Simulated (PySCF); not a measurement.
# InF (SMILES [F][In]) at BLYP/def2-TZVPP (core potential)

What is the energy change on altering one bond length of InF at BLYP/def2-TZVPP (core potential)? 

Program for the calculation: PySCF 2.14.0.

4 further runs of the same task are left out: 4 set aside as unsound or not needed.

## Step 1: The structure to begin with

InF: 2 atoms, total charge 0, spin state singlet. SMILES: `[F][In]`. Geometry: relaxed at PBE0-D4/def2-TZVP.

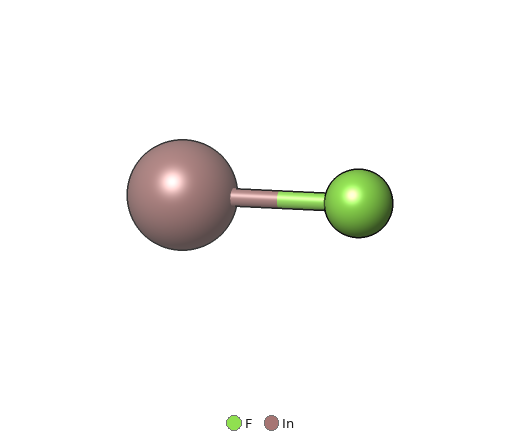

Viewed from a chosen angle; fluorine green, indium brown.

## Step 2: A single-point energy at BLYP/def2-TZVPP (core potential)

The input, input.py:

```python
from pyscf import gto, dft

mol = gto.Mole()
mol.atom = '''
F      0.000000     0.000000     0.030066
In     0.000000     0.000000     3.797556
'''
mol.basis = 'def2-tzvpp'
mol.verbose = 3
mol.max_memory = 1860
mol.unit = 'bohr'
mol.ecp = {'In': 'def2-svp'}
mol.charge = 0
mol.build()

mf = dft.RKS(mol)
mf.xc = 'blyp'
mf.grids.level = 5
mf.conv_tol = 1e-10
mf.kernel()
if not mf.converged:
    mf = mf.newton().run(mf.mo_coeff, mf.mo_occ)

energy = mf.e_tot
print('Final energy', energy)
```

On the command line:

```bash
$ OMP_NUM_THREADS=1 python input.py
```

The log of the run:

```text
converged SCF energy = -290.051471947977
Final energy -290.0514719479771
```

It took 6.6 s on 1 thread of Arm Neoverse V1, shared host; peak memory 0.37 GiB.

## Step 3: The distorted shape, same level

The input, job.py:

```python
from pyscf import gto, dft

mol = gto.Mole()
mol.atom = '''
F    0.000000   0.000000  -0.582220
In   0.000000   0.000000   2.009580
'''
mol.ecp = {'In': 'def2-svp'}
mol.verbose = 4
mol.max_memory = 1860
mol.basis = 'def2-tzvpp'
mol.build()

mf = dft.RKS(mol)
mf.xc = 'blyp'
mf.grids.level = 5
mf.conv_tol = 1e-10
mf.kernel()
if not mf.converged:
    mf = mf.newton().run(mf.mo_coeff, mf.mo_occ)

e_final = mf.e_tot
print('E(%s) = %.9f' % ('BLYP', e_final))
```

On the command line:

```bash
$ OMP_NUM_THREADS=1 python job.py
```

The log of the run:

```text
PySCF version 2.14.0

[INPUT] num. atoms = 2
[INPUT] num. electrons = 30
[INPUT] charge = 0
[INPUT] spin (= nelec alpha-beta = 2S) = 0
[INPUT] symmetry False subgroup None
[INPUT] Mole.unit = angstrom
[INPUT] Symbol           X                Y                Z      unit          X                Y                Z       unit  Magmom
[INPUT]  1 F      0.000000000000   0.000000000000  -0.582220000000 AA    0.000000000000   0.000000000000  -1.100236344244 Bohr   0.0
[INPUT]  2 In     0.000000000000   0.000000000000   2.009580000000 AA    0.000000000000   0.000000000000   3.797555825403 Bohr   0.0

nuclear repulsion = 38.5888158283355
number of shells = 27
number of NR pGTOs = 137
number of NR cGTOs = 81
basis = def2-tzvpp
ecp = {'In': 'def2-svp'}

******** <class 'pyscf.dft.rks.RKS'> ********
method = RKS
initial guess = minao
damping factor = 0
level_shift factor = 0
DIIS = <class 'pyscf.scf.diis.CDIIS'>
diis_start_cycle = 1
diis_space = 8
diis_damp = 0
SCF conv_tol = 1e-10
SCF conv_tol_grad = None
SCF max_cycles = 50
direct_scf = True
direct_scf_tol = 1e-13
XC library pyscf.dft.libxc version 7.0.0
    S. Lehtola, C. Steigemann, M. J.T. Oliveira, and M. A.L. Marques.,  SoftwareX 7, 1–5 (2018)
XC functionals = blyp
    A. D. Becke.,  Phys. Rev. A 38, 3098 (1988)
    C. Lee, W. Yang, and R. G. Parr.,  Phys. Rev. B 37, 785 (1988)
    B. Miehlich, A. Savin, H. Stoll, and H. Preuss.,  Chem. Phys. Lett. 157, 200 (1989)
radial grids:
    Treutler-Ahlrichs [JCP 102, 346 (1995); DOI:10.1063/1.469408] (M4) radial grids

becke partition: Becke, JCP 88, 2547 (1988); DOI:10.1063/1.454033
pruning grids: <function nwchem_prune>
grids dens level: 5
symmetrized grids: False
atomic radii adjust function: <function treutler_atomic_radii_adjust>
small_rho_cutoff = 0
Set gradient conv threshold to 1e-05
Initial guess from minao.
tot grids = 91208
init E= -257.432462183282
  HOMO = -0.635812417753292  LUMO = -0.494197083935764  gap/eV = 3.85355
cycle= 1 E= -289.333890725788  delta_E= -31.9  |g|=    2  |ddm|= 43.2
  HOMO = -0.0370832209022537  LUMO = 0.039902593224283  gap/eV = 2.09489
cycle= 2 E= -280.307903080729  delta_E= 9.03  |g|= 4.87  |ddm|= 8.75
  HOMO = -0.226752285123091  LUMO = -0.0433276895119402  gap/eV = 4.99124
cycle= 3 E= -288.967117478868  delta_E= -8.66  |g|= 2.46  |ddm|= 3.36
  HOMO = -0.264889672493766  LUMO = -0.0669285530885223  gap/eV = 5.38680
cycle= 4 E= -289.798415360156  delta_E= -0.831  |g|= 0.991  |ddm|= 1.55
  HOMO = -0.195457113502248  LUMO = -0.109455764725888  gap/eV = 2.34022
cycle= 5 E= -289.992813637243  delta_E= -0.194  |g|= 0.341  |ddm|= 1.11
  HOMO = -0.188851295590469  LUMO = -0.107873908492602  gap/eV = 2.20351
cycle= 6 E= -290.007927294198  delta_E= -0.0151  |g|= 0.171  |ddm|= 0.393
  HOMO = -0.189874000648549  LUMO = -0.107463181961253  gap/eV = 2.24251
cycle= 7 E= -290.00923435122  delta_E= -0.00131  |g|= 0.165  |ddm|= 0.115
  HOMO = -0.190709395895921  LUMO = -0.108276625345044  gap/eV = 2.24311
cycle= 8 E= -290.00901500942  delta_E= 0.000219  |g|= 0.168  |ddm|= 0.0138
  HOMO = -0.191095749348043  LUMO = -0.108402257149255  gap/eV = 2.25020
cycle= 9 E= -290.009300604137  delta_E= -0.000286  |g|= 0.164  |ddm|= 0.00302
  HOMO = -0.198344131078046  LUMO = -0.109160140579197  gap/eV = 2.42682
cycle= 10 E= -290.013527507642  delta_E= -0.00423  |g|= 0.0823  |ddm|= 0.0615
  HOMO = -0.205605658895462  LUMO = -0.108040140962756  gap/eV = 2.65489
cycle= 11 E= -290.014964049011  delta_E= -0.00144  |g|= 0.00587  |ddm|= 0.0588
  HOMO = -0.204846955145873  LUMO = -0.108118418719501  gap/eV = 2.63212
cycle= 12 E= -290.014972337976  delta_E= -8.29e-06  |g|= 0.000727  |ddm|= 0.00516
  HOMO = -0.204910115054795  LUMO = -0.108094072418051  gap/eV = 2.63450
cycle= 13 E= -290.014972463172  delta_E= -1.25e-07  |g|= 1e-05  |ddm|= 0.000624
  HOMO = -0.20491257662538  LUMO = -0.108096142223087  gap/eV = 2.63451
cycle= 14 E= -290.01497246319  delta_E= -1.8e-11  |g|= 6.24e-06  |ddm|= 3.6e-05
  HOMO = -0.204909496028258  LUMO = -0.10809626925032  gap/eV = 2.63442
Extra cycle  E= -290.014972463027  delta_E= 1.62e-10  |g|= 2.92e-05  |ddm|= 2.07e-05
converged SCF energy = -290.014972463027
E(BLYP) = -290.014972463
```

Wall time 7.2 s (1 thread of Arm Neoverse V1, shared host); peak memory 0.37 GiB.

## Step 4: Outcome

Level: BLYP/def2-TZVPP (core potential).

```
                                                          quantity          value
                                         first shape: total energy  -290.05147 Eh
                                        first shape: dipole moment         3.09 D
                                          first shape: HOMO energy       -6.40 eV
                                          first shape: LUMO energy       -2.19 eV
                                        first shape: HOMO–LUMO gap        4.20 eV
                                     distorted shape: total energy  -290.01497 Eh
                                    distorted shape: dipole moment         6.43 D
                                      distorted shape: HOMO energy       -5.58 eV
                                      distorted shape: LUMO energy       -2.94 eV
                                    distorted shape: HOMO–LUMO gap        2.63 eV
energy change with the F1–In2 bond stretched from 1.994 to 2.592 Å       0.993 eV
```

With the F1–In2 bond stretched from 1.994 to 2.592 Å the energy rises by 0.99 eV (95.8 kJ/mol). The first shape isn't relaxed at this level, so the change isn't measured from a minimum.
